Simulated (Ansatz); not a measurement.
**Preparing La2O3 (P-3m1) as a host crystal**

Aim: the runs on the perfect crystal La2O3 (P-3m1) that a defect calculation needs first.

Main program and level: Ansatz 0.2.0; plane-wave PAW DFT, PBE; relaxation of the defect-free supercell from random displacements, a test of the host's stability; PAW set soft_1.

### 1. The starting structure

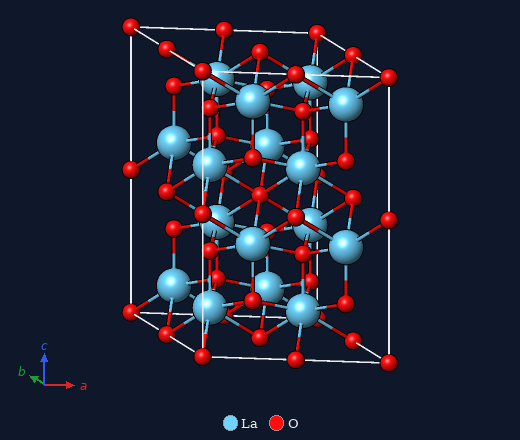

The starting structure, seen slightly off an axis (lanthanum blue, oxygen red). Bonds to atoms that aren't drawn are left out. Some periodic images of atoms are drawn too.

### 2. Defect free supercell relaxed from displaced atoms

The input displaces the atoms at random before the relaxation, so that it can leave a symmetric saddle if there is one.

Contents of pristine.rattled/input.yaml:

```yaml
crystal:
  lattice:
    - [7.8811453633, -5.79e-08, 0.0]
    - [-3.9405726315, 6.8252721244, 0.0]
    - [0.0, 0.0, 12.3757189092]
  atoms:
    - { symbol: La, position: [0.3333333334, 0.1666666666, 0.3763146071] }
    - { symbol: La, position: [0.1666666666, 0.3333333334, 0.1236853929] }
    - { symbol: O, position: [0.3333333334, 0.1666666666, 0.1773438624] }
    - { symbol: O, position: [0.1666666666, 0.3333333334, 0.3226561376] }
    - { symbol: O, position: [0.0, 0.0, 0.0] }
    - { symbol: La, position: [0.3333333334, 0.1666666666, 0.8763146071] }
    - { symbol: La, position: [0.1666666666, 0.3333333334, 0.6236853929] }
    - { symbol: O, position: [0.3333333334, 0.1666666666, 0.6773438624] }
    - { symbol: O, position: [0.1666666666, 0.3333333334, 0.8226561376] }
    - { symbol: O, position: [0.0, 0.0, 0.5] }
    - { symbol: La, position: [0.3333333334, 0.6666666666, 0.3763146071] }
    - { symbol: La, position: [0.1666666666, 0.8333333333, 0.1236853929] }
    - { symbol: O, position: [0.3333333334, 0.6666666666, 0.1773438624] }
    - { symbol: O, position: [0.1666666666, 0.8333333333, 0.3226561376] }
    - { symbol: O, position: [0.0, 0.5, 0.0] }
    - { symbol: La, position: [0.3333333334, 0.6666666666, 0.8763146071] }
    - { symbol: La, position: [0.1666666666, 0.8333333333, 0.6236853929] }
    - { symbol: O, position: [0.3333333334, 0.6666666666, 0.6773438624] }
    - { symbol: O, position: [0.1666666666, 0.8333333333, 0.8226561376] }
    - { symbol: O, position: [0.0, 0.5, 0.5] }
    - { symbol: La, position: [0.8333333333, 0.1666666666, 0.3763146071] }
    - { symbol: La, position: [0.6666666666, 0.3333333334, 0.1236853929] }
    - { symbol: O, position: [0.8333333333, 0.1666666666, 0.1773438624] }
    - { symbol: O, position: [0.6666666666, 0.3333333334, 0.3226561376] }
    - { symbol: O, position: [0.5, 0.0, 0.0] }
    - { symbol: La, position: [0.8333333333, 0.1666666666, 0.8763146071] }
    - { symbol: La, position: [0.6666666666, 0.3333333334, 0.6236853929] }
    - { symbol: O, position: [0.8333333333, 0.1666666666, 0.6773438624] }
    - { symbol: O, position: [0.6666666666, 0.3333333334, 0.8226561376] }
    - { symbol: O, position: [0.5, 0.0, 0.5] }
    - { symbol: La, position: [0.8333333333, 0.6666666666, 0.3763146071] }
    - { symbol: La, position: [0.6666666666, 0.8333333333, 0.1236853929] }
    - { symbol: O, position: [0.8333333333, 0.6666666666, 0.1773438624] }
    - { symbol: O, position: [0.6666666666, 0.8333333333, 0.3226561376] }
    - { symbol: O, position: [0.5, 0.5, 0.0] }
    - { symbol: La, position: [0.8333333333, 0.6666666666, 0.8763146071] }
    - { symbol: La, position: [0.6666666666, 0.8333333333, 0.6236853929] }
    - { symbol: O, position: [0.8333333333, 0.6666666666, 0.6773438624] }
    - { symbol: O, position: [0.6666666666, 0.8333333333, 0.8226561376] }
    - { symbol: O, position: [0.5, 0.5, 0.5] }
basis:
  ecutwfc: 420
  xc_grid: 2
hamiltonian:
  xc: pbe
  pseudopotentials: { kind: paw, azcp: { folder: soft_1 } }
kpoints:
  mp_grid: { grid: [1, 1, 1] }
scf:
  occupations: { method: fermi_dirac, width: 0.01 }
  max_iter: 100
  lower_state_search: "off"
output:
  forces: true
relax:
  f_tol: 0.015
  max_steps: 120
  random_displacement: { amplitude: 0.06, seed: 8711 }
checkpoint:
  write: "../pristine.rattled.run"
  compress: false
  write_wavefunctions: false
  write_every: 100000
```

On the command line:

```console
$ ansatz run input.yaml --threads 8 --pin off --max-ram 15073MiB --backend cpu --events-out ev --progress --plain --runs-dir out
```

Numbers of over 12 decimals in the logs are rounded to 6 here.

Output:

```text
[... repeated set-up lines and file paths are left out, and long positions are rounded to six places ...]
Engine: ansatz 0.2.0, x86_64-unknown-linux-gnu
Pseudopotentials: kind: paw
Pseudopotential: La, paw, valence charge 11, recommended cutoff 420 eV (normal), soft_1/La.paw.azcp
Pseudopotential: O, paw, valence charge 6, recommended cutoff 420 eV (normal), soft_1/O.paw.azcp
Functional definition: PBE
  parameter kappa = 0.804
  parameter beta = 0.066725
  exchange = pbe_x(kappa = kappa, mu = beta*pi^2/3)
  correlation = pbe_c(beta = beta)
Crystal: 40 atoms, lattice volume = 665.702 Å³
Basis set: ecut = 420 eV, 13031 PW (Γ), exchange–correlation on 108×108×180 points (8 copies of the dense FFT grid, shifted against one another)
Bands: 200, of which v1, the nominal top of the filled ones, is band 160 counted from 1 (159 counted from 0)
Symmetry: 1 space group operations
k-points: 1
Non-local potential: La, projectors of the file, l = 0: 3, l = 1: 2, l = 2: 2, l = 3: 3
Non-local potential: O, projectors of the file, l = 0: 2, l = 1: 2, l = 2: 1
PAW form: soft (Blöchl's): semilocal exchange-correlation on the pseudo side does not see the compensation charge
PAW one-centre angular grid: La, 590 points (default); XC on 64 Gauss nodes
PAW one-centre angular grid: O, 110 points (default); XC on 64 Gauss nodes
Initial density: superposition of atomic densities (chi_scale 0.1, normalization cell, long waves kept (reshape's long-wave potential 0.10 eV rms))
Initial wavefunctions: pseudopotential atomic-orbital guess
Functional: x = pbe(κ = 0.804, μ = 0.219515), c = pbe(β = 0.066725)
SCF iter   1: F=—  HF=-113700.560004 eV  |F-HF|=—  |Δ(HF+E_count)|=         —  Δρ=6.08e-2  dr2=2.40e1  ethr=3.10e-3  ⟨swp⟩=5.0  Hψ=862  notcnv=0
preconditioner: auto → Resta (q_TF=auto, 2.415 Å⁻¹)  ε∞=5.5  [insulator: Δε(μ)=2.743 eV  Ē_g=11.535 eV  σ=0.010 eV  W_gap=1.00  n_scr=146 (ndim 8)  ℏωp=24.4 eV  f_vac=0.000  D(μ)=0.00/eV (n_scr^D=0)  ε∞_Penn≈5.5]
SCF iter   2: F=—  HF=-113697.976465 eV  |F-HF|=—  |Δ(HF+E_count)|=    2.58e0  Δρ=3.07e-2  dr2=7.96e0  ethr=3.10e-3  ⟨swp⟩=7.0  Hψ=396  notcnv=0  defer=33
SCF iter   3: F=—  HF=-113697.332376 eV  |F-HF|=—  |Δ(HF+E_count)|=   6.44e-1  Δρ=1.64e-2  dr2=2.24e0  ethr=2.49e-3  ⟨swp⟩=3.0  Hψ=366  notcnv=0  defer=33
SCF iter   4: F=—  HF=-113697.467960 eV  |F-HF|=—  |Δ(HF+E_count)|=   1.36e-1  Δρ=6.41e-3  dr2=3.96e-1  ethr=7.00e-4  ⟨swp⟩=5.0  Hψ=189  notcnv=0  defer=33
SCF iter   5: F=—  HF=-113697.521234 eV  |F-HF|=—  |Δ(HF+E_count)|=   5.33e-2  Δρ=3.17e-3  dr2=7.94e-2  ethr=1.24e-4  ⟨swp⟩=5.0  Hψ=307  notcnv=0  defer=33
SCF iter   6: F=—  HF=-113697.530443 eV  |F-HF|=—  |Δ(HF+E_count)|=   9.21e-3  Δρ=1.06e-3  dr2=8.71e-3  ethr=2.48e-5  ⟨swp⟩=4.0  Hψ=307  notcnv=0  defer=33
SCF iter   7: F=—  HF=-113697.543227 eV  |F-HF|=—  |Δ(HF+E_count)|=   1.28e-2  Δρ=4.11e-4  dr2=1.14e-3  ethr=2.72e-6  ⟨swp⟩=5.0  Hψ=332  notcnv=0  defer=33
SCF iter   8: F=—  HF=-113697.544341 eV  |F-HF|=—  |Δ(HF+E_count)|=   1.11e-3  Δρ=2.94e-4  dr2=5.32e-4  ethr=3.55e-7  ⟨swp⟩=2.0  Hψ=351  notcnv=0  defer=33
SCF iter   9: F=—  HF=-113697.544402 eV  |F-HF|=—  |Δ(HF+E_count)|=   6.10e-5  Δρ=4.62e-5  dr2=1.79e-5  ethr=1.66e-7  ⟨swp⟩=3.0  Hψ=306  notcnv=0  defer=33
SCF iter  10: F=—  HF=-113697.544425 eV  |F-HF|=—  |Δ(HF+E_count)|=   2.32e-5  Δρ=4.22e-5  dr2=1.03e-5  ethr=1.76e-9  ⟨swp⟩=5.0  Hψ=701  notcnv=0
SCF iter  11: F=-113697.544423 eV  HF=-113697.544424 eV  |F-HF|=7.83e-7  |Δ(HF+E_count)|=   1.14e-6  Δρ=1.89e-5  dr2=2.27e-6  ethr=1.76e-9  ⟨swp⟩=3.0  Hψ=692  notcnv=0
SCF 1 converged in 11 iterations: F = -113697.544423 eV  dr2 = 2.27e-6
  greatest PAW one-centre occupation: 0.971 electrons in one spin orbital (limit 2), on the La atom at site 1 (counted from 0), in its partial waves of l = 0
relax step   1: F+E_penalty+E_count = -113697.54442294 eV  Δ(F+E_penalty+E_count) = +0.000e0 eV  max|allowed force component| = 9.903e-1 eV/Å  Δτ_max = 0.0000 Å  (11 SCF iters, dr2 threshold 5.63e-6 eV, accepted)
[... the SCF cycles and remarks between the steps are left out from here to the last step ...]
relax step   2: F+E_penalty+E_count = -113697.44526627 eV  Δ(F+E_penalty+E_count) = +9.916e-2 eV  max|allowed force component| = 1.395e0 eV/Å  Δτ_max = 0.1962 Å  (7 SCF iters, dr2 threshold 6.13e-5 eV, rejected (line search))
relax step   3: F+E_penalty+E_count = -113698.20643114 eV  Δ(F+E_penalty+E_count) = -6.620e-1 eV  max|allowed force component| = 4.147e-2 eV/Å  Δτ_max = 0.0753 Å  (10 SCF iters, accepted)
SCF iter   1: F=—  HF=-113698.206789 eV  |F-HF|=—  |Δ(HF+E_count)|=         —  Δρ=6.18e-4  dr2=1.70e-3  ethr=1.07e-5  ⟨swp⟩=4.0  Hψ=389  notcnv=0  defer=33
SCF iter   2: F=—  HF=-113698.206700 eV  |F-HF|=—  |Δ(HF+E_count)|=   8.91e-5  Δρ=3.25e-4  dr2=4.99e-4  ethr=5.31e-7  ⟨swp⟩=3.0  Hψ=374  notcnv=0  defer=33
SCF iter   3: F=—  HF=-113698.206720 eV  |F-HF|=—  |Δ(HF+E_count)|=   2.09e-5  Δρ=2.10e-4  dr2=2.58e-4  ethr=1.56e-7  ⟨swp⟩=2.0  Hψ=305  notcnv=0  defer=33
SCF iter   4: F=—  HF=-113698.206667 eV  |F-HF|=—  |Δ(HF+E_count)|=   5.38e-5  Δρ=3.27e-5  dr2=6.84e-6  ethr=8.07e-8  ⟨swp⟩=2.0  Hψ=239  notcnv=0  defer=33
SCF iter   5: F=—  HF=-113698.207456 eV  |F-HF|=—  |Δ(HF+E_count)|=   7.89e-4  Δρ=2.01e-5  dr2=2.17e-6  ethr=2.14e-9  ⟨swp⟩=2.0  Hψ=311  notcnv=0  defer=33
SCF iter   6: F=—  HF=-113698.207456 eV  |F-HF|=—  |Δ(HF+E_count)|=   1.42e-7  Δρ=5.79e-6  dr2=1.43e-7  ethr=6.79e-10  ⟨swp⟩=2.0  Hψ=295  notcnv=0  defer=33
SCF iter   7: F=-113698.207456 eV  HF=-113698.207456 eV  |F-HF|=1.36e-8  |Δ(HF+E_count)|=   1.62e-7  Δρ=1.46e-6  dr2=1.22e-8  ethr=3.13e-11  ⟨swp⟩=4.0  Hψ=659  notcnv=0
SCF 4 converged in 7 iterations: F = -113698.207456 eV  dr2 = 1.22e-8
relax step   4: F+E_penalty+E_count = -113698.20745571 eV  Δ(F+E_penalty+E_count) = -1.025e-3 eV  max|allowed force component| = 2.712e-3 eV/Å  Δτ_max = 0.0111 Å  (7 SCF iters, accepted)
SCF converged after 7 iterations
Free energy (F): -113698.207456 eV
Harris-Foulkes:  -113698.207456 eV  (|F-HF|=1.36e-8)
Internal energy: -113698.207456 eV  (E = F + TS)
E sigma→0 (E₀):  -113698.207456 eV
Fermi energy:    11.330289 eV
--- Per-component energies (eV) ---
  E_band       = -136.741130
  E_kinetic    = 7044.513971
  E_local      = -12163.438318  (includes V_loc(G=0)·N_el)
  E_nonlocal   = 2653.625515
  E_hartree    = 4542.321174
  E_xc         = -4031.382877
  E_vxc        = -4547.215157  (∫ρ·V_xc dr)
  E_paw        = -90571.171568  (= ΣΔE_a)
  E_vpaw       = -2208.884089  (= ΣTr[D̂ρ^β])
  E_aug_tail   = 0.018097  (compensation charges beyond the density's cutoff)
  E_ewald      = -21172.693450
  E_smearing   = -0.000000  (= −TS)
  E_closure    = -0.000000  (closes the sum)
  Σ components = -113698.207456   (vs F -113698.207456, Δ=0.00e0)
--- Forces (eV/Å), atoms counted from 1 ---
  atom   1  La    -0.00009714     0.00022490    -0.00138431
  atom   2  La     0.00057244    -0.00012934     0.00271240
  atom   3  O      0.00049480     0.00047824    -0.00011586
  atom   4  O     -0.00016729    -0.00003345     0.00001011
  atom   5  O      0.00069568    -0.00002822    -0.00096035
  atom   6  La    -0.00069644     0.00037066    -0.00171594
  atom   7  La    -0.00005435    -0.00019041     0.00082179
  atom   8  O      0.00019129    -0.00053163    -0.00139846
  atom   9  O      0.00008925    -0.00000162     0.00189875
  atom  10  O     -0.00099889     0.00021588    -0.00050995
  atom  11  La     0.00052369    -0.00050128    -0.00111896
  atom  12  La     0.00046089     0.00015134     0.00265162
  atom  13  O      0.00045724     0.00021566    -0.00159071
  atom  14  O      0.00006148    -0.00038607     0.00091574
  atom  15  O     -0.00013626     0.00127515    -0.00025880
  atom  16  La    -0.00006041    -0.00006630    -0.00177816
  atom  17  La    -0.00103579    -0.00025237     0.00121178
  atom  18  O     -0.00026697    -0.00015473    -0.00096328
  atom  19  O      0.00038951     0.00006725     0.00051728
  atom  20  O      0.00065076    -0.00009637     0.00041748
  atom  21  La    -0.00007045    -0.00011499    -0.00110560
  atom  22  La    -0.00018715     0.00034849     0.00237595
  atom  23  O     -0.00069566     0.00049897    -0.00211716
  atom  24  O      0.00013432    -0.00025058     0.00134003
  atom  25  O      0.00000377    -0.00013792    -0.00007221
  atom  26  La     0.00079060    -0.00045322    -0.00177274
  atom  27  La     0.00025422     0.00000031     0.00242366
  atom  28  O     -0.00051929    -0.00014190     0.00016602
  atom  29  O     -0.00024472     0.00016678     0.00051126
  atom  30  O      0.00116630    -0.00028383     0.00064875
  atom  31  La    -0.00091435     0.00027439    -0.00154563
  atom  32  La     0.00008383    -0.00010836     0.00267267
  atom  33  O     -0.00043478    -0.00068317    -0.00135898
  atom  34  O     -0.00027318     0.00034330    -0.00013541
  atom  35  O      0.00062113    -0.00042565     0.00019470
  atom  36  La     0.00021344     0.00021831    -0.00270996
  atom  37  La     0.00012673    -0.00008425     0.00212450
  atom  38  O     -0.00006441     0.00031679    -0.00109878
  atom  39  O     -0.00048324     0.00010959     0.00084020
  atom  40  O     -0.00059398    -0.00022658    -0.00072601
  max |Σ_I F_I| component: 1.74e-5 eV/Å
--- Relaxed structure (4 steps of the walk, 3 accepted, 0 SCFs on fresh bases) ---
  F+E_penalty+E_count = -113698.20745571 eV   max|allowed force component| = 2.712e-3 eV/Å
  atoms:
    - { symbol: La, position: [0.334014, 0.167205, 0.376836] }
    - { symbol: La, position: [0.167274, 0.333924, 0.124713] }
    - { symbol: O, position: [0.333988, 0.167249, 0.179811] }
    - { symbol: O, position: [0.167356, 0.333939, 0.321731] }
    - { symbol: O, position: [0.000493, 0.000641, 0.000804] }
    - { symbol: La, position: [0.334031, 0.167286, 0.876878] }
    - { symbol: La, position: [0.167410, 0.333914, 0.624706] }
    - { symbol: O, position: [0.334023, 0.167263, 0.679996] }
    - { symbol: O, position: [0.167346, 0.333918, 0.821607] }
    - { symbol: O, position: [0.000884, 0.000495, 0.500822] }
    - { symbol: La, position: [0.333972, 0.667305, 0.376851] }
    - { symbol: La, position: [0.167335, 0.833915, 0.124672] }
    - { symbol: O, position: [0.333992, 0.667259, 0.179925] }
    - { symbol: O, position: [0.167354, 0.833942, 0.321553] }
    - { symbol: O, position: [0.000598, 0.500287, 0.000840] }
    - { symbol: La, position: [0.334072, 0.667225, 0.876850] }
    - { symbol: La, position: [0.167365, 0.833963, 0.624740] }
    - { symbol: O, position: [0.334042, 0.667268, 0.679882] }
    - { symbol: O, position: [0.167342, 0.833908, 0.821785] }
    - { symbol: O, position: [0.000637, 0.500771, 0.500715] }
    - { symbol: La, position: [0.834008, 0.167275, 0.376878] }
    - { symbol: La, position: [0.667380, 0.333867, 0.124698] }
    - { symbol: O, position: [0.834007, 0.167215, 0.180027] }
    - { symbol: O, position: [0.667343, 0.333907, 0.321620] }
    - { symbol: O, position: [0.500861, 0.000615, 0.000811] }
    - { symbol: La, position: [0.834017, 0.167255, 0.876828] }
    - { symbol: La, position: [0.667314, 0.333967, 0.624696] }
    - { symbol: O, position: [0.834027, 0.167260, 0.679780] }
    - { symbol: O, position: [0.667346, 0.333920, 0.821687] }
    - { symbol: O, position: [0.500437, 0.000625, 0.500729] }
    - { symbol: La, position: [0.834076, 0.667225, 0.376849] }
    - { symbol: La, position: [0.667348, 0.833942, 0.124725] }
    - { symbol: O, position: [0.834018, 0.667246, 0.179856] }
    - { symbol: O, position: [0.667343, 0.833897, 0.321759] }
    - { symbol: O, position: [0.500633, 0.500715, 0.000707] }
    - { symbol: La, position: [0.833953, 0.667250, 0.876880] }
    - { symbol: La, position: [0.667375, 0.833872, 0.624686] }
    - { symbol: O, position: [0.834031, 0.667261, 0.679968] }
    - { symbol: O, position: [0.667361, 0.833924, 0.821596] }
    - { symbol: O, position: [0.500798, 0.500513, 0.500887] }
```

Run time: 5.2 s. Hardware: 8 threads of Intel Xeon 6975P-C (Granite Rapids), shared host; peak memory 0.9 GiB; 30 s of CPU time.

The steps of the relaxation:

```csv
step,energy less that of the first step (eV),largest force component (eV/Å)
1,0.0000,0.9903
2,0.0992,1.3954
3,-0.6620,0.0415
4,-0.6630,0.0027
```

Relaxation step 2 was tried and not accepted.

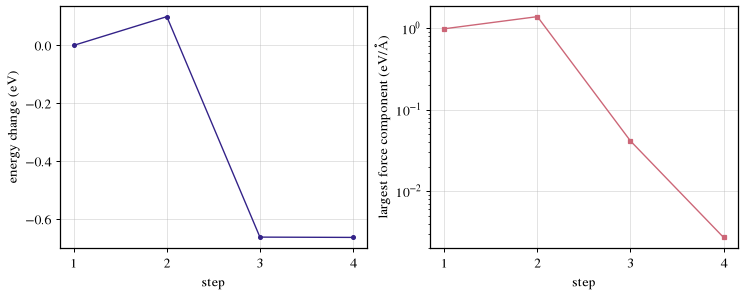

Energy and largest force along the relaxation.

The atoms that moved most (Å, from the sites as typed, ahead of the random displacement, the mean shift of all atoms taken out):

```csv
atom,dx,dy,dz,length
O23,0.000,0.000,0.023,0.023
O14,0.000,0.000,-0.023,0.023
O8,0.000,0.000,0.023,0.023
O39,0.000,0.000,-0.023,0.023
O38,0.000,0.000,0.023,0.023
O9,0.000,0.000,-0.023,0.023
O24,0.000,0.000,-0.023,0.023
O13,0.000,0.000,0.022,0.022
```

Final coordinates:

```xyz
40
Lattice="7.8811 0.0000 0.0000 -3.9406 6.8253 0.0000 0.0000 0.0000 12.3757" Properties=species:S:1:pos:R:3 pbc="T T T"
La    1.9735    1.1412    4.6636
La    0.0025    2.2791    1.5434
O     1.9732    1.1415    2.2253
O     0.0030    2.2792    3.9817
O     0.0014    0.0044    0.0100
La    1.9733    1.1418   10.8520
La    0.0036    2.2791    7.7312
O     1.9734    1.1416    8.4154
O     0.0031    2.2791   10.1680
O     0.0050    0.0034    6.1980
La    0.0025    4.5545    4.6638
La   -1.9673    5.6917    1.5429
O     0.0029    4.5542    2.2267
O    -1.9673    5.6919    3.9795
O    -1.9667    3.4146    0.0104
La    0.0036    4.5540   10.8516
La   -1.9673    5.6920    7.7316
O     0.0032    4.5543    8.4140
O    -1.9672    5.6916   10.1702
O    -1.9683    3.4179    6.1967
La    5.9138    1.1417    4.6641
La    3.9441    2.2787    1.5432
O     5.9140    1.1413    2.2280
O     3.9436    2.2790    3.9803
O     3.9449    0.0042    0.0100
La    5.9139    1.1416   10.8514
La    3.9432    2.2794    7.7311
O     5.9140    1.1416    8.4128
O     3.9436    2.2791   10.1690
O     3.9416    0.0043    6.1969
La    3.9442    4.5540    4.6638
La    1.9733    5.6919    1.5436
O     3.9437    4.5541    2.2258
O     1.9734    5.6916    3.9820
O     1.9725    3.4175    0.0088
La    3.9432    4.5542   10.8520
La    1.9737    5.6914    7.7309
O     3.9437    4.5542    8.4151
O     1.9734    5.6918   10.1678
O     1.9746    3.4161    6.1988
```

The relaxation ends 17 meV an atom lower than the displaced start, with a largest force component of 0.0027 eV/Å.

### 3. What came out

* symmetric supercell less the displaced and relaxed one: 0.000 eV

The energy fell by 0.663 eV from the randomly displaced start; against the sites as typed, O23 ends farthest off, by 0.02 Å, once the mean shift is taken out. The displaced cell ends within 0.01 eV of the symmetric one, so no lower structure shows in this supercell. All at zero temperature.

[Logs are printed without paths, hosts, clocks, repeated set-up lines and the standing remarks that a program may print on its own settings, such as how far it seeks lower states.]

[Hosts, paths, dates, database ids (printed as entryN), source tags and the programs' standing remarks are cut or masked in the printed files.]

[Runs of the host that timed out are not shown.]

[For some hosts the program warned that the k-mesh of the response run may be too coarse for force constants and the static dielectric constant; such warnings are not always shown.]
